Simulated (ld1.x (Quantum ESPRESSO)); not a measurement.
# Pseudopotential generation for F: ultrasoft, BLYP

Do these settings give a usable potential? It is generated, then checked for transferability, scattering, ghosts and hardness.

Program: ld1.x (Quantum ESPRESSO) 7.5. Reference atom: BLYP, scalar-relativistic, spherical and spin-unpolarised. All values are calculated.

**1. The design**

Typed settings, in words:

```
element                 : fluorine (F, Z = 9)
type                    : ultrasoft
frozen core             : [He]
valence charge          : 7
reference configuration : 2s2 2p4 (charge +1)
partial waves           : 2s (bound): rcut 0.60, rcutus 0.75 bohr; 2s channel at -3.15 Ry: rcut 0.60, rcutus 0.75 bohr; 2p (bound): rcut 1.00, rcutus 1.40 bohr; 2p channel at -1.05 Ry: rcut 1.00, rcutus 1.40 bohr; 3d channel at 0.05 Ry: rcut 0.90, rcutus 0.95 bohr; 3d channel at 0.95 Ry: rcut 0.90, rcutus 0.95 bohr
local potential         : all-electron potential smoothed inside 0.95 bohr (lloc = -1)
core correction         : a·sin(br)/r model core inside 0.40 bohr
augmentation charge     : built from norm-conserving waves at rcut, not smoothed further
```

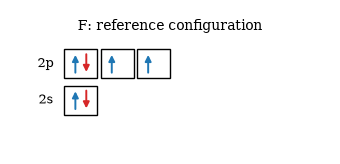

The outer shells as boxes. The arrows follow Hund's rule for the drawing; the calculation itself is spin-unpolarised.

**2. Generating the potential**

The input, F.in:

```
 &input
   title='F', zed=9., rel=1, dft='BLYP', iswitch=3,
   config='[He] 2s2 2p4 3d-2',
   nld=3, rlderiv=1.55, eminld=-5.0, emaxld=5.0, deld=0.02
 /
 &inputp
   pseudotype=3, tm=.true., lloc=-1, rcloc=0.95,
   nlcc=.true., rcore=0.40,
   file_pseudopw='F.UPF', file_wfcaegen='ae.wfc', file_wfcncgen='nc.wfc', file_beta='beta', file_chi='chi', file_wfcusgen='us.wfc'
 /
6
2S  1  0   2.00   0.00  0.60  0.75  0.0
2S  1  0   0.00  -3.15  0.60  0.75  0.0
2P  2  1   4.00   0.00  1.00  1.40  0.0
2P  2  1   0.00  -1.05  1.00  1.40  0.0
3D  3  2  -2.00   0.05  0.90  0.95  0.0
3D  3  2  -2.00   0.95  0.90  0.95  0.0
 &test
   configts(1)='2s2 2p4'
 /
```

The run is started by

```sh
$ ld1.x < F.in > F.out
```

What the program wrote to F.out (without the banner and most projector matrices):

```text
     Program LD1 v.7.5
     --------------------------- All-electron run ----------------------------

     F
     scalar relativistic calculation

     atomic number is  9.00
     dft =BLYP   lsd =0 sic =0 latt =0  beta=0.20 tr2=1.0E-14
     Exchange-correlation= BLYP
                           (   1   3   1   3   0   0   0)
     mesh =1105 r(mesh) =  99.76081 a.u. xmin = -7.00 dx = 0.01250
     1 Ry =  13.60569312 eV, c = 137.03599908

     n l     nl                  e(Ry)          e(Ha)          e(eV)
     1 0     1S 1( 2.00)       -50.3454       -25.1727      -684.9838
     2 0     2S 1( 2.00)        -3.4729        -1.7365       -47.2516
     2 1     2P 1( 4.00)        -2.0817        -1.0408       -28.3228

     final scf error:  4.8E-15 reached in  22 iterations

     Etot =    -198.248647 Ry,     -99.124324 Ha,   -2697.310256 eV

     Ekin =     198.162000 Ry,      99.081000 Ha,    2696.131357 eV
     Encl =    -464.586579 Ry,    -232.293289 Ha,   -6321.022420 eV
     Eh   =      87.780040 Ry,      43.890020 Ha,    1194.308291 eV
     Exc  =     -19.604109 Ry,      -9.802054 Ha,    -266.727484 eV

     normalization and overlap integrals

     s(1S/1S) =  1.000000  <r> =   0.1763  <r2> =    0.0420  r(max) =   0.1139
     s(2S/2S) =  1.000000  <r> =   0.9624  <r2> =    1.1175  r(max) =   0.7522
     s(2P/2P) =  1.000000  <r> =   0.9837  <r2> =    1.2486  r(max) =   0.6806

     ------------------------ End of All-electron run ------------------------

     --------------------- Generating US pseudopotential ---------------------

      Generating local potential from pseudized AE potential:
      Matching radius rcloc =   0.9500

      Local pseudo, rcloc= 0.954 Estimated cut-off energy=    26.09 Ry

      Computing core charge for nlcc:

       r > 0.40 : true rho core
       r < 0.40 : rho core = a sin(br)/r    a=   4.86  b=   6.66

      Integrated core pseudo-charge :   0.38

      Wfc   2S  rcut= 0.593  Using Troullier-Martins method
      Wfc-us  2S rcutus= 0.743  Estimated cut-off energy=    80.28 Ry

      Wfc   2S  rcut= 0.593  Using Troullier-Martins method
      Wfc-us  2S rcutus= 0.743  Estimated cut-off energy=    80.82 Ry

      Wfc   2P  rcut= 1.003  Using Troullier-Martins method
      Wfc-us  2P rcutus= 1.388  Estimated cut-off energy=    41.55 Ry

      Wfc   2P  rcut= 1.003  Using Troullier-Martins method
      Wfc-us  2P rcutus= 1.388  Estimated cut-off energy=    52.32 Ry

      Wfc   3D  rcut= 0.907  Using Troullier-Martins method
      Wfc-us  3D rcutus= 0.954  Estimated cut-off energy=   112.62 Ry

      Wfc   3D  rcut= 0.907  Using Troullier-Martins method
      Wfc-us  3D rcutus= 0.954  Estimated cut-off energy=   113.45 Ry

     ------------------- End of pseudopotential generation -------------------

     [... the all-electron block is printed once more ...]


     Computing logarithmic derivative in   1.54349
     Computing logarithmic derivative in   1.54349
     Computing the partial wave expansion
     R is outside the sphere for l=    0 j= 0.00
     R is outside the sphere for l=    0 j= 0.00
     R is outside the sphere for l=    1 j= 0.00
     R is outside the sphere for l=    1 j= 0.00
     R is outside the sphere for l=    2 j= 0.00
     R is outside the sphere for l=    2 j= 0.00

     ---------------------- Testing the pseudopotential ----------------------

     F
     scalar relativistic calculation

     atomic number is  9.00   valence charge is  7.00
     dft =BLYP   lsd =0 sic =0 latt =0  beta=0.20 tr2=1.0E-14
     mesh =1105 r(mesh) =  99.76081 xmin = -7.00 dx = 0.01250

     n l     nl             e AE (Ry)        e PS (Ry)    De AE-PS (Ry)
     1 0     2S   1( 2.00)       -3.47293       -3.47296        0.00003
     2 1     2P   1( 4.00)       -2.08169       -2.08169        0.00000

     eps = 5.3E-15  iter =  7

     Etot =    -198.248647 Ry,     -99.124324 Ha,   -2697.310256 eV
     Etotps =   -47.530434 Ry,     -23.765217 Ha,    -646.684502 eV

     Ekin =      17.740797 Ry,       8.870398 Ha,     241.375837 eV
     Encl =    -100.105566 Ry,     -50.052783 Ha,   -1362.005607 eV
     Ehrt =      33.747264 Ry,      16.873632 Ha,     459.154912 eV
     Ecxc =      -8.967541 Ry,      -4.483770 Ha,    -122.009606 eV
     (Ecc =      -0.687198 Ry,      -0.343599 Ha,      -9.349800 eV)
     Epseu=      10.054612 Ry,       5.027306 Ha,     136.799962 eV

     ---------------------- End of pseudopotential test ----------------------
```

Wall time 1.3 s (1 thread, shared host). (Generation and the later configuration tests together.)

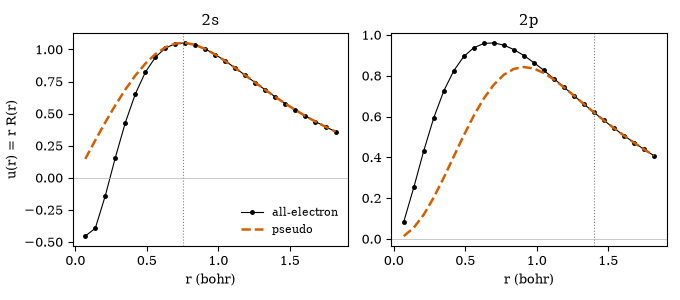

All-electron and pseudo partial waves (2s, 2p), with the matching radii dotted. The curves join 26 sampled radii.

**3. Configuration tests**

The input, F.test.in:

```
 &input
   title='F', zed=9., rel=1, dft='BLYP', iswitch=2,
   config='[He] 2s2 2p4 3d-2'
 /
 &test
   file_pseudo='F.UPF', nconf=8,
   configts(1)='2s2 2p4',
   configts(2)='2s2 2p5',
   configts(3)='2s2 2p3',
   configts(4)='2s2 2p2',
   configts(5)='2s1 2p6',
   configts(6)='2s2 2p5.3',
   configts(7)='2s2 2p4.5',
   configts(8)='2s1 2p5'
 /
```

The run is started by

```sh
$ ld1.x < F.test.in > F.test.out
```

F.test.out, the pseudopotential blocks:

```text
     ---------------------- Testing the pseudopotential ----------------------

     F
     scalar relativistic calculation

     atomic number is  9.00   valence charge is  7.00
     dft =BLYP   lsd =0 sic =0 latt =0  beta=0.20 tr2=1.0E-14
     mesh =1105 r(mesh) =  99.76081 xmin = -7.00 dx = 0.01250

     n l     nl             e AE (Ry)        e PS (Ry)    De AE-PS (Ry)
     1 0     2S   1( 2.00)       -3.47293       -3.47296        0.00003
     2 1     2P   1( 4.00)       -2.08169       -2.08169        0.00000

     eps = 9.7E-15  iter =  6

     Etot =    -198.248647 Ry,     -99.124324 Ha,   -2697.310255 eV
     Etotps =   -47.530434 Ry,     -23.765217 Ha,    -646.684504 eV

     Ekin =      17.740797 Ry,       8.870398 Ha,     241.375834 eV
     Encl =    -100.105566 Ry,     -50.052783 Ha,   -1362.005604 eV
     Ehrt =      33.747263 Ry,      16.873632 Ha,     459.154911 eV
     Ecxc =      -8.967541 Ry,      -4.483770 Ha,    -122.009605 eV
     (Ecc =      -0.687198 Ry,      -0.343599 Ha,      -9.349800 eV)
     Epseu=      10.054612 Ry,       5.027306 Ha,     136.799960 eV

     ---------------------- End of pseudopotential test ----------------------

     ---------------------- Testing the pseudopotential ----------------------

     F
     [...]
     n l     nl             e AE (Ry)        e PS (Ry)    De AE-PS (Ry)
     1 0     2S   1( 2.00)       -2.18843       -2.18768       -0.00075
     2 1     2P   1( 5.00)       -0.81740       -0.81796        0.00055

     eps = 9.3E-15  iter = 16

     Etot =    -199.674547 Ry,     -99.837273 Ha,   -2716.710608 eV
     Etotps =   -48.956868 Ry,     -24.478434 Ha,    -666.092126 eV
     dEtot_ae =      -1.425900 Ry
     dEtot_ps =      -1.426434 Ry,   Delta E=       0.000534 Ry

     [...]
     ---------------------- End of pseudopotential test ----------------------

     ---------------------- Testing the pseudopotential ----------------------

     F
     [...]
     n l     nl             e AE (Ry)        e PS (Ry)    De AE-PS (Ry)
     1 0     2S   1( 2.00)       -4.98788       -4.98756       -0.00032
     2 1     2P   1( 3.00)       -3.60455       -3.60064       -0.00391

     eps = 6.0E-15  iter = 11

     Etot =    -195.425582 Ry,     -97.712791 Ha,   -2658.900493 eV
     Etotps =   -44.708759 Ry,     -22.354380 Ha,    -608.293656 eV
     dEtot_ae =       2.823065 Ry
     dEtot_ps =       2.821675 Ry,   Delta E=       0.001390 Ry

     [...]
     ---------------------- End of pseudopotential test ----------------------

     ---------------------- Testing the pseudopotential ----------------------

     F
     [...]
     n l     nl             e AE (Ry)        e PS (Ry)    De AE-PS (Ry)
     1 0     2S   1( 2.00)       -6.69609       -6.69190       -0.00418
     2 1     2P   1( 2.00)       -5.35398       -5.33834       -0.01564  !

     eps = 9.8E-15  iter = 11

     Etot =    -190.964406 Ry,     -95.482203 Ha,   -2598.203112 eV
     Etotps =   -40.256256 Ry,     -20.128128 Ha,    -547.714261 eV
     dEtot_ae =       7.284241 Ry
     dEtot_ps =       7.274179 Ry,   Delta E=       0.010062 Ry

     [...]
     ---------------------- End of pseudopotential test ----------------------

     ---------------------- Testing the pseudopotential ----------------------

     F
     [...]
     n l     nl             e AE (Ry)        e PS (Ry)    De AE-PS (Ry)
     1 0     2S   1( 1.00)       -2.22334       -2.22052       -0.00281
     2 1     2P   1( 6.00)       -0.84776       -0.84877        0.00101

     eps = 8.9E-15  iter = 14

     Etot =    -198.301243 Ry,     -99.150622 Ha,   -2698.025859 eV
     Etotps =   -47.586130 Ry,     -23.793065 Ha,    -647.442288 eV
     dEtot_ae =      -0.052596 Ry
     dEtot_ps =      -0.055696 Ry,   Delta E=       0.003100 Ry

     [...]
     ---------------------- End of pseudopotential test ----------------------

     ---------------------- Testing the pseudopotential ----------------------

     F
     [...]
     n l     nl             e AE (Ry)        e PS (Ry)    De AE-PS (Ry)
     1 0     2S   1( 2.00)       -1.85865       -1.85763       -0.00102
     2 1     2P   1( 5.30)       -0.49767       -0.49811        0.00044

     eps = 8.2E-15  iter = 18

     Etot =    -199.871011 Ry,     -99.935506 Ha,   -2719.383646 eV
     Etotps =   -49.153504 Ry,     -24.576752 Ha,    -668.767495 eV
     dEtot_ae =      -1.622364 Ry
     dEtot_ps =      -1.623070 Ry,   Delta E=       0.000706 Ry

     [...]
     ---------------------- End of pseudopotential test ----------------------

     ---------------------- Testing the pseudopotential ----------------------

     F
     [...]
     n l     nl             e AE (Ry)        e PS (Ry)    De AE-PS (Ry)
     1 0     2S   1( 2.00)       -2.79838       -2.79807       -0.00031
     2 1     2P   1( 4.50)       -1.41424       -1.41476        0.00052

     eps = 5.7E-15  iter = 11

     Etot =    -199.119800 Ry,     -99.559900 Ha,   -2709.162892 eV
     Etotps =   -48.401796 Ry,     -24.200898 Ha,    -658.539982 eV
     dEtot_ae =      -0.871153 Ry
     dEtot_ps =      -0.871362 Ry,   Delta E=       0.000209 Ry

     [...]
     ---------------------- End of pseudopotential test ----------------------

     ---------------------- Testing the pseudopotential ----------------------

     F
     [...]
     n l     nl             e AE (Ry)        e PS (Ry)    De AE-PS (Ry)
     1 0     2S   1( 1.00)       -3.48525       -3.48390       -0.00135
     2 1     2P   1( 5.00)       -2.08966       -2.09142        0.00176

     eps = 8.8E-15  iter =  8

     Etot =    -196.855233 Ry,     -98.427616 Ha,   -2678.351890 eV
     Etotps =   -46.138574 Ry,     -23.069287 Ha,    -627.747276 eV
     dEtot_ae =       1.393414 Ry
     dEtot_ps =       1.391861 Ry,   Delta E=       0.001554 Ry

     [...]
     ---------------------- End of pseudopotential test ----------------------
```

Excitation and ionisation energies from 2s2 2p4, with the error of the potential. The frozen-core shift comes from a second all-electron run, not shown, with the core orbitals held at their reference shape; it is that run's ΔE less the relaxed one.

| valence configuration | charge | ΔE all-electron (eV) | error AE − PS (meV) | frozen-core shift (meV) |
| --- | --- | --- | --- | --- |
| 2s2 2p5 | 0 | -19.400 | +7.3 | +0.1 |
| 2s2 2p3 | +2 | 38.410 | +19 | +0.4 |
| 2s2 2p2 | +3 | 99.107 | +137 | +3.3 |
| 2s1 2p6 | 0 | -0.716 | +42 | +0.5 |
| 2s2 2p5.3 | -0.3 | -22.073 | +9.6 | +0.1 |
| 2s2 2p4.5 | +0.5 | -11.853 | +2.8 | 0.0 |
| 2s1 2p5 | +1 | 18.958 | +21 | +0.5 |

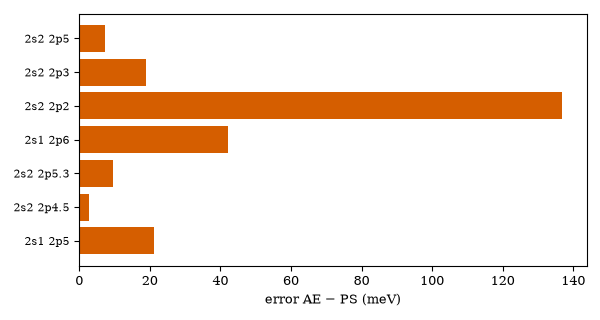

Error of the potential in each test configuration.

**4. Does it scatter like the atom?**

Taken from the files of the generation run. The phase is arctan(r·u′/u) with u = r·R, unwrapped, with energies in Ry. A pole is an energy at which the radial function vanishes at the test radius. The pseudo phase is shifted by a multiple of π to meet the all-electron one at the reference energy. Levels narrower than the energy grid can be missing from the poles. The last column is the largest difference on the grid between −1 and +1 Ry.

```tsv
channel	radius (bohr)	reference (Ry)	poles AE	poles PS	window around the reference with phases within 0.05 rad (Ry)	largest difference near zero (rad)
s	1.54	-3.47	-2.38	-2.38	the whole range	0.002
p	1.54	-2.08	-1.07	-1.07	the whole range	0.000
d	1.54	0.05	none	none	the whole range	0.000
```

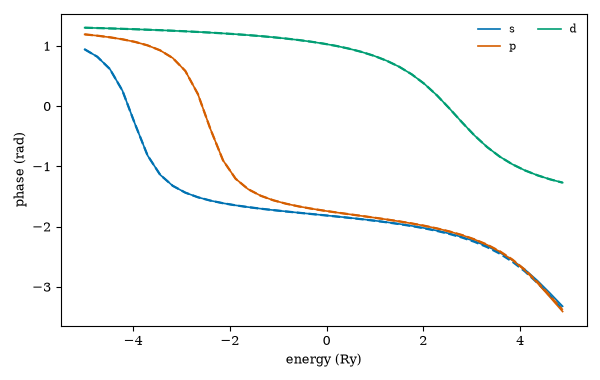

Phases by channel: all-electron solid, pseudo dashed.

**5. Cutoff and ghost test in a Bessel basis**

This step uses the generator's waves and projectors in a separate script. Basis: spherical Bessel functions vanishing at 20 bohr, q² up to the cutoff; potential fixed at the reference.

All-electron valence levels (Ry): 2s -3.4729, 2p -2.0817. The lowest levels of each channel (Ry) by cutoff; the last column sums, over occupied levels, occupation times the distance from the level at 400 Ry. A positive value at high cutoff is not a bound level.

| cutoff (Ry) | s #1 | p #1 | d #1 | f #1 | Σ f·Δε (mRy) |
| --- | --- | --- | --- | --- | --- |
| 8 | -3.2377 | -1.1197 | -0.1430 | -0.0473 | 4318.4 |
| 12 | -3.4058 | -1.5072 | -0.1433 | -0.0473 | 2432.1 |
| 18 | -3.4597 | -1.8768 | -0.1434 | -0.0473 | 846.1 |
| 25 | -3.4637 | -2.0374 | -0.1435 | -0.0473 | 195.9 |
| 35 | -3.4650 | -2.0789 | -0.1435 | -0.0473 | 27.2 |
| 40 | -3.4670 | -2.0808 | -0.1436 | -0.0473 | 15.6 |
| 50 | -3.4703 | -2.0813 | -0.1436 | -0.0473 | 6.9 |
| 60 | -3.4719 | -2.0814 | -0.1436 | -0.0473 | 3.3 |
| 80 | -3.4725 | -2.0817 | -0.1436 | -0.0473 | 1.0 |
| 100 | -3.4726 | -2.0817 | -0.1436 | -0.0473 | 0.9 |
| 400 | -3.4729 | -2.0817 | -0.1436 | -0.0473 | 0.0 |

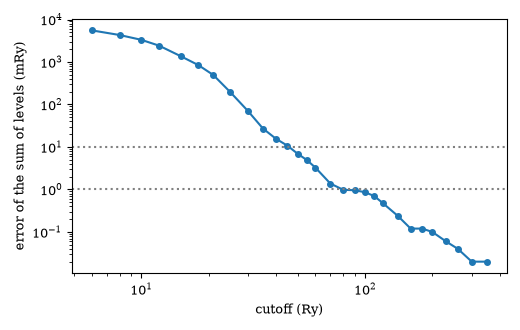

Occupation-weighted error of the valence levels against the cutoff; the dotted lines mark 10 and 1 mRy.

The sum stays within 10 mRy from 50 Ry and within 1 mRy from 80 Ry. The sum leaves out empty levels, which can need more. Ghost test: no level below the all-electron spectrum of its channel (s, p, d, f tested).

**6. What came out**

| quantity | value |
| --- | --- |
| cutoffs for 10 and 1 mRy, occupied levels | 50 Ry and 80 Ry |
| bound ghosts | none found |
| largest test error (AE − PS) | +137 meV, for 2s2 2p2 |
| largest phase difference near zero energy, channels read | 0.002 rad |
| lowest eigenvalue of the overlap (Bessel basis) | 0.447 (s) |

What this shows: The worst unpolarised test, 2s2 2p2, is off by 137 meV on 99.1 eV; by total energies transferability rates as fair for so large an energy. That test lies far up in energy; among those under 40 eV, nearer to bonding, the largest error is 42 meV. Freezing the core alone would shift it much less, so the error comes from the pseudisation. By its cutoff, 50 Ry for the looser tolerance, it is of middling hardness. The slowest occupied level is 2s: taken alone it needs 70 Ry to come within 1 mRy, against 40 Ry for 2p. No bound ghost shows below the valence levels. Near zero energy the phases of the channels with partial waves agree within 0.002 rad. These are tests on the free atom; a crystal test is still owed.
